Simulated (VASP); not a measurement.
# OsPd: structure and properties in VASP, part 3 of 5

Aim: relax OsPd, then compute properties on the relaxed cell. The cell is invented: it takes the structure of COD entry 4334349, Pt (space group 225 there), with all of its atoms replaced by other elements, volume scaled by an estimate. It may not be a known or stable phase. Left out of this account: 1 further run (relaxation: it shows nothing beyond the runs told).

VASP 6.6.1, plane waves and PAW; the level of theory is named at each step.

So far. Step 3 (Relaxing cell and atoms (r2SCAN)): It ends with forces that vanish by symmetry and a pressure of 0.07 GPa. Step 4 (Density, ELF and potential (r2SCAN)): In this run the pressure is 0.10 GPa, small enough to go on.

## 5. Band structure (r2SCAN)

Level of this step: r2SCAN; plane waves and PAW (Os, Pd); invented cell (VASP).

Levels along the symmetry lines show where the bands peak and cross; KPOINTS_OPT computes them in the converged potential.

File INCAR:

```
SYSTEM = OsPd
PREC = Accurate
ENCUT = 400
EDIFF = 1E-06
NELM = 100
ISMEAR = 1
SIGMA = 0.2
LREAL = .FALSE.
ALGO = Normal
METAGGA = R2SCAN
LASPH = .TRUE.
NBANDS = 21
LORBIT = 11
LWAVE = .FALSE.
LCHARG = .FALSE.
```

File POSCAR:

```
OsPd
1.0
    2.6771965553      0.0000000000      0.0000000000
    0.0000000000      2.6771965553      0.0000000000
    0.0000000000      0.0000000000      4.0082722566
Os Pd
1 1
Direct
    0.0000000000      0.0000000000      0.0000000000
    0.5000000000      0.5000000000      0.5000000000
```

File KPOINTS:

```
Automatic mesh
0
Gamma
8 8 6
0 0 0
```

File KPOINTS_OPT:

```
Line mode
16
Line-mode
Reciprocal
  0.00000000   0.00000000   0.00000000 GAMMA
  0.00000000   0.50000000   0.00000000 X

  0.00000000   0.50000000   0.00000000 X
  0.50000000   0.50000000   0.00000000 M

  0.50000000   0.50000000   0.00000000 M
  0.00000000   0.00000000   0.00000000 GAMMA

  0.00000000   0.00000000   0.00000000 GAMMA
  0.00000000   0.00000000   0.50000000 Z

  0.00000000   0.00000000   0.50000000 Z
  0.00000000   0.50000000   0.50000000 R

  0.00000000   0.50000000   0.50000000 R
  0.50000000   0.50000000   0.50000000 A

  0.50000000   0.50000000   0.50000000 A
  0.00000000   0.00000000   0.50000000 Z

  0.00000000   0.50000000   0.00000000 X
  0.00000000   0.50000000   0.50000000 R

  0.50000000   0.50000000   0.00000000 M
  0.50000000   0.50000000   0.50000000 A
```

Potentials, in the order of the species: Os and Pd (PBE family, release 64).

The run is started by

```
$ mpirun -np 1 vasp_std
```

The log of the run:

```text
[... set-up lines as in an earlier step ...]
 entering main loop
       N       E                     dE             d eps       ncg     rms          rms(c)
DAV:   1     0.289965311534E+02    0.28997E+02   -0.75159E+03  2720   0.687E+02
DAV:   2    -0.768764572779E+02   -0.10587E+03   -0.95776E+02  2840   0.217E+02
DAV:   3    -0.797184794540E+02   -0.28420E+01   -0.28166E+01  3019   0.341E+01
DAV:   4    -0.797409864642E+02   -0.22507E-01   -0.22464E-01  3504   0.311E+00
DAV:   5    -0.797413401852E+02   -0.35372E-03   -0.35352E-03  2890   0.390E-01    0.177E+01
DAV:   6    -0.751793402420E+02    0.45620E+01   -0.20218E+00  3172   0.129E+01    0.714E+00
DAV:   7    -0.752892569005E+02   -0.10992E+00   -0.34296E-01  3447   0.718E+00    0.386E+00
DAV:   8    -0.751333015255E+02    0.15596E+00   -0.25941E-01  2909   0.643E+00    0.271E+00
DAV:   9    -0.751355433644E+02   -0.22418E-02   -0.16128E-02  2990   0.134E+00    0.234E-01
DAV:  10    -0.751350932587E+02    0.45011E-03   -0.22441E-03  3045   0.495E-01    0.106E-01
DAV:  11    -0.751351292464E+02   -0.35988E-04   -0.36410E-04  2857   0.152E-01    0.380E-02
DAV:  12    -0.751351236440E+02    0.56025E-05   -0.22083E-05  3118   0.496E-02    0.239E-02
DAV:  13    -0.751351272502E+02   -0.36063E-05   -0.82576E-06  2853   0.241E-02    0.318E-03
DAV:  14    -0.751351273205E+02   -0.70209E-07   -0.26296E-07  1530   0.427E-03
   1 F= -.75135127E+02 E0= -.75133395E+02  d E =-.519838E-02
 Start KPOINTS_OPT (optional k-point list driver)
k-point batch [1-60\144]
       N       E                     dE             ncg
DAV:   1     0.134700843920E+05   -0.11413E+05     2608
DAV:   2     0.672923044923E+04   -0.67409E+04     2860
DAV:   3     0.654063550938E+04   -0.18859E+03     3014
DAV:   4     0.653920477237E+04   -0.14307E+01     3457
DAV:   5     0.653918169606E+04   -0.23076E-01     2753
DAV:   6     0.653918115191E+04   -0.54414E-03     3241
DAV:   7     0.653918113706E+04   -0.14855E-04     2744
DAV:   8     0.653918113665E+04   -0.41247E-06     2051
[...]
k-point batch [121-144\144]
       N       E                     dE             ncg
DAV:   1     0.283468760181E+05   -0.13261E+05     1032
DAV:   2     0.257155204128E+05   -0.26314E+04     1113
DAV:   3     0.256397024410E+05   -0.75818E+02     1213
DAV:   4     0.256391149194E+05   -0.58752E+00     1263
DAV:   5     0.256391041911E+05   -0.10728E-01     1091
DAV:   6     0.256391039267E+05   -0.26436E-03     1341
DAV:   7     0.256391039207E+05   -0.60063E-05     1071
DAV:   8     0.256391039205E+05   -0.17433E-06      810
```

Wall time 75 s (1 MPI rank of Intel Xeon 6975P-C (Granite Rapids), shared host); peak memory 0.16 GiB.

Parts of OUTCAR (step 5):

```text
   k-points           NKPTS =     60   k-points in BZ     NKDIM =     60   number of bands    NBANDS=     21

   NELECT =      18.0000    total number of electrons

 E-fermi :   9.7903

 k-point     1 :       0.0000    0.0000    0.0000
  band No.  band energies     occupation
    ...
      4       5.8498      2.00000
      5       6.3465      2.00000
      6       6.3465      2.00000
      7       8.0149      2.00000
      8       8.2094      2.00000
      9      11.2439     -0.00000
     10      11.2439     -0.00000
     11      11.4857     -0.00000
     12      11.5014     -0.00000
     13      20.6299      0.00000
    ...

  Total        0.0160008      0.0160008      0.0127458      0.0000000      0.0000000     -0.0000000
  in kB        0.8923469      0.8923469      0.7108201      0.0000000      0.0000000     -0.0000000
  external PRESSURE =       0.8318380 kB  Pullay stress =       0.0000000 kB

  FREE ENERGIE OF THE ION-ELECTRON SYSTEM (eV)
  ---------------------------------------------------
  free  energy   TOTEN  =       -75.1351273205 eV

  energy  without entropy=      -75.1299289400  energy(sigma->0) =      -75.13339453

[... 9 parts as in an earlier step ...]

[... 8 further parts left out ...]
```

Spin-orbit coupling is off here; with elements this heavy it splits and shifts levels by tenths of an eV or more.

Numbers from this step:

```
bands    : 21
pressure : 0.08318 GPa
```

The electronic bands at the labelled points (eV, zero at the Fermi level; # counts the bands kept):

| point | #6 | #7 | #8 | #9 | #10 | #11 | #12 |
| --- | --- | --- | --- | --- | --- | --- | --- |
| Γ | -3.44 | -1.78 | -1.58 | 1.45 | 1.45 | 1.70 | 1.71 |
| X | -3.62 | -2.89 | -2.26 | -1.21 | 0.31 | 1.85 | 4.92 |
| M | -0.30 | 0.77 | 0.77 | 1.29 | 2.99 | 2.99 | 3.57 |
| Γ | -3.44 | -1.78 | -1.58 | 1.45 | 1.45 | 1.70 | 1.71 |
| Z | -2.54 | -2.54 | -2.42 | -1.46 | -0.30 | -0.30 | 1.51 |
| R | -3.36 | -0.24 | -0.07 | 0.16 | 0.31 | 1.27 | 1.55 |
| A | -3.97 | -2.59 | -0.63 | -0.30 | 3.57 | 8.73 | 8.73 |
| Z | -2.54 | -2.54 | -2.42 | -1.46 | -0.30 | -0.30 | 1.51 |
| jump to X | -3.62 | -2.89 | -2.26 | -1.21 | 0.31 | 1.85 | 4.92 |
| R | -3.36 | -0.24 | -0.07 | 0.16 | 0.31 | 1.27 | 1.55 |
| jump to M | -0.30 | 0.77 | 0.77 | 1.29 | 2.99 | 2.99 | 3.57 |
| A | -3.97 | -2.59 | -0.63 | -0.30 | 3.57 | 8.73 | 8.73 |

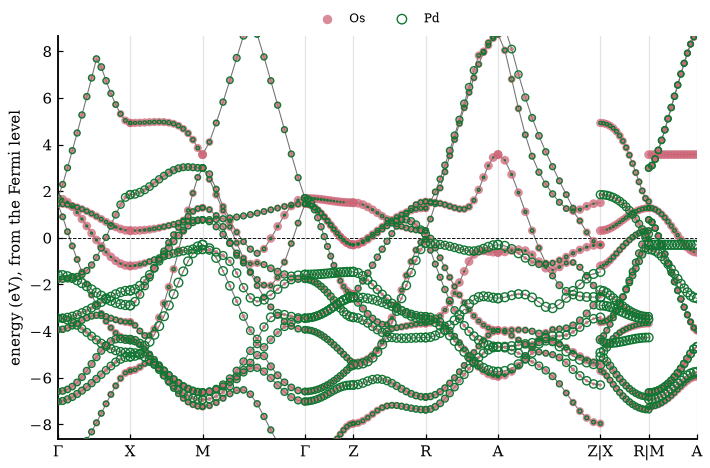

Electronic bands along the path; dots are coloured as in the legend, and their area grows with the weight.

There is no gap at this level.

## 6. Density of states (r2SCAN)

Here the states are counted by energy and projected on the atoms. The mesh is finer than in the run before.

Changes to INCAR since step 5:

```diff
@@ -5,3 +5,3 @@
 NELM = 100
-ISMEAR = 1
+ISMEAR = -5
 SIGMA = 0.2
@@ -15 +15,2 @@
 LCHARG = .FALSE.
+NEDOS = 2001
```

POSCAR is that of step 5.

File KPOINTS:

```
Automatic mesh
0
Gamma
12 12 8
0 0 0
```

The run is started by

```
$ mpirun -np 1 vasp_std
```

The log of the run:

```text
[... set-up lines as in an earlier step ...]
 entering main loop
       N       E                     dE             d eps       ncg     rms          rms(c)
DAV:   1     0.297487568177E+02    0.29749E+02   -0.75896E+03  6304   0.690E+02
DAV:   2    -0.767547964545E+02   -0.10650E+03   -0.96757E+02  6565   0.216E+02
DAV:   3    -0.796806031054E+02   -0.29258E+01   -0.28930E+01  7122   0.345E+01
DAV:   4    -0.797042610227E+02   -0.23658E-01   -0.23554E-01  8068   0.321E+00
DAV:   5    -0.797046762282E+02   -0.41521E-03   -0.41495E-03  6729   0.427E-01    0.177E+01
DAV:   6    -0.751335782772E+02    0.45711E+01   -0.20297E+00  7434   0.129E+01    0.708E+00
DAV:   7    -0.752463224371E+02   -0.11274E+00   -0.40340E-01  8143   0.673E+00    0.373E+00
DAV:   8    -0.750939672745E+02    0.15236E+00   -0.26693E-01  6823   0.619E+00    0.273E+00
DAV:   9    -0.750971750860E+02   -0.32078E-02   -0.16952E-02  7013   0.134E+00    0.262E-01
DAV:  10    -0.750964653435E+02    0.70974E-03   -0.19534E-03  7035   0.412E-01    0.989E-02
DAV:  11    -0.750966047010E+02   -0.13936E-03   -0.35185E-04  6770   0.144E-01    0.364E-02
DAV:  12    -0.750966438572E+02   -0.39156E-04   -0.27822E-05  7161   0.501E-02    0.266E-02
DAV:  13    -0.750966418864E+02    0.19708E-05   -0.57447E-06  6624   0.171E-02    0.341E-03
DAV:  14    -0.750966336549E+02    0.82315E-05   -0.25971E-07  3575   0.430E-03    0.119E-03
DAV:  15    -0.750966353021E+02   -0.16472E-05   -0.48498E-08  3315   0.216E-03    0.126E-03
DAV:  16    -0.750966352880E+02    0.14103E-07   -0.66714E-09  3305   0.687E-04
   1 F= -.75096635E+02 E0= -.75096635E+02  d E =0.000000E+00
 -----------------------------------------------------------------------------
|                                                                             |
|           W    W    AA    RRRRR   N    N  II  N    N   GGGG   !!!           |
|           W    W   A  A   R    R  NN   N  II  NN   N  G    G  !!!           |
|           W    W  A    A  R    R  N N  N  II  N N  N  G       !!!           |
|           W WW W  AAAAAA  RRRRR   N  N N  II  N  N N  G  GGG   !            |
|           WW  WW  A    A  R   R   N   NN  II  N   NN  G    G                |
|           W    W  A    A  R    R  N    N  II  N    N   GGGG   !!!           |
|                                                                             |
|     Tetrahedron method does not include variations of the Fermi             |
|     occupations, so forces and stress will be inaccurate. We suggest        |
|     using a different smearing scheme ISMEAR = 1 or 2 for metals in         |
|     relaxations.                                                            |
|                                                                             |
 -----------------------------------------------------------------------------
```

The job ended after 91 s (1 MPI rank; peak memory 0.18 GiB).

From OUTCAR (step 6):

```text
   k-points           NKPTS =    140   k-points in BZ     NKDIM =    140   number of bands    NBANDS=     21

   NELECT =      18.0000    total number of electrons

 E-fermi :   9.7387

 k-point     1 :       0.0000    0.0000    0.0000
  band No.  band energies     occupation
    ...
      4       5.8364      2.00000
      5       6.3377      2.00000
      6       6.3377      2.00000
      7       8.0018      2.00000
      8       8.2025      2.00000
      9      11.2320     -0.67174
     10      11.2320      0.00000
     11      11.4811      0.00000
     12      11.4975      0.00000
     13      20.6218      0.00000
    ...

  Total        0.1556782      0.1556782     -0.0906175      0.0000000      0.0000000     -0.0000000
  in kB        8.6820186      8.6820186     -5.0536494      0.0000000      0.0000000     -0.0000000
  external PRESSURE =       4.1034626 kB  Pullay stress =       0.0000000 kB

  FREE ENERGIE OF THE ION-ELECTRON SYSTEM (eV)
  ---------------------------------------------------
  free  energy   TOTEN  =       -75.0966352880 eV

  energy  without entropy=      -75.0966352880  energy(sigma->0) =      -75.09663529

[... 7 parts as in an earlier step ...]

[... 10 further parts left out ...]
```

With tetrahedra the forces and stress of a metal are not exact derivatives of the energy.

Numbers from this step:

| Item | Value |
| --- | --- |
| SCF cycles | 16 |
| irreducible k-points | 140 |
| free energy (TOTEN) | -75.0966 eV |
| Fermi energy | 9.739 eV |
| pressure | 0.4103 GPa |
| DOS at the Fermi level | 2.572 states/eV/cell |

The density of states has structure finer than the step of the table below, so its rows give means over 1 eV, whole bins alone (the curve runs from -11.8 to 7.99 eV). Peaks (eV: height): total -5.9: 3.34, -3.7: 3.78, -3.4: 4.67, -3.2: 4.39; Pd d -4.3: 1.71, -3.4: 2.54, -3.2: 2.45, -2.2: 1.79; Os d -3.4: 1.53, -1.0: 1.37, 0.0: 1.62, 0.8: 1.92; Pd s -6.0: 0.304, -3.8: 0.0728; Os s -7.1: 0.292, -3.2: 0.0473.

States under -11.8 eV and over 8.0 eV are left out. The density of states by energy, zero at the Fermi level; means over each step; values in states/eV/cell:

| energy (eV) | total | Pd d | Os d | Pd s | Os s |
| --- | --- | --- | --- | --- | --- |
| -11 | 0 | 0 | 0 | 0 | 0 |
| -10 | 0.00564 | 7.3e-5 | 7.3e-5 | 0.00177 | 0.00268 |
| -9 | 0.110 | 0.00205 | 0.00251 | 0.0308 | 0.0501 |
| -8 | 0.257 | 0.0131 | 0.0162 | 0.0515 | 0.109 |
| -7 | 0.909 | 0.261 | 0.189 | 0.0857 | 0.210 |
| -6 | 2.86 | 1.25 | 0.893 | 0.215 | 0.133 |
| -5 | 2.41 | 1.30 | 0.702 | 0.0574 | 0.0122 |
| -4 | 2.80 | 1.55 | 0.801 | 0.0509 | 0.0256 |
| -3 | 3.23 | 1.74 | 1.01 | 0.0413 | 0.0355 |
| -2 | 2.43 | 1.25 | 0.802 | 0.0199 | 0.0239 |
| -1 | 1.74 | 0.617 | 0.912 | 0.00675 | 0.0185 |
| 0 | 2.18 | 0.703 | 1.29 | 0.00801 | 0.0171 |
| 1 | 2.10 | 0.505 | 1.39 | 0.0182 | 0.0292 |
| 2 | 0.697 | 0.162 | 0.333 | 0.0251 | 0.0246 |
| 3 | 0.467 | 0.0887 | 0.182 | 0.0188 | 0.0198 |
| 4 | 0.378 | 0.0676 | 0.120 | 0.0165 | 0.0173 |
| 5 | 0.492 | 0.0634 | 0.178 | 0.0196 | 0.0255 |
| 6 | 0.453 | 0.0578 | 0.136 | 0.0226 | 0.0246 |
| 7 | 0.335 | 0.0448 | 0.0773 | 0.0211 | 0.0196 |

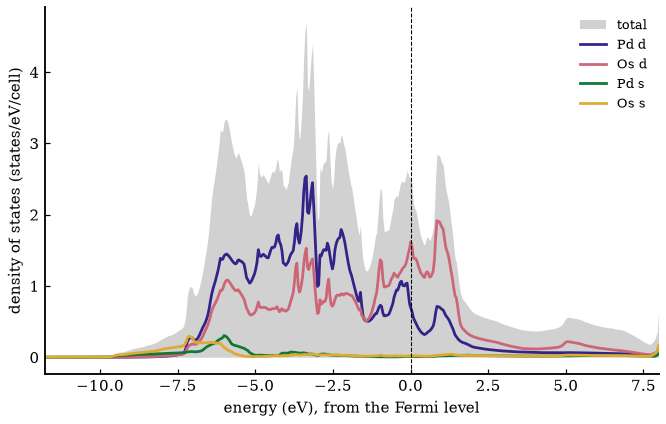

Density of states, plotted against energy.

The finer mesh and the other smearing move the Fermi level by -0.05 eV from the 8×8×6 run, one measure of the sampling error in the zero of the bands above. Of the states within 0.3 eV of the Fermi level, the largest shares in the PAW spheres are Os d 59 % and Pd d 32 %. The rest lies in smaller channels or between the spheres.

(Continued in part 4 of 5.)

[Lines on the potential files, build, host, timing and source positions are cut from VASP's logs without a mark.]

[Logs are printed without paths, hosts, clocks, repeated set-up lines and the standing remarks that a program may print on its own settings, such as how far it seeks lower states.]

[Hosts, paths, dates, database ids (printed as entryN), source tags and the programs' standing remarks are cut or masked in the printed files.]

[A measured line is paired with the nearest computed mode of its activity, which favours agreement.]
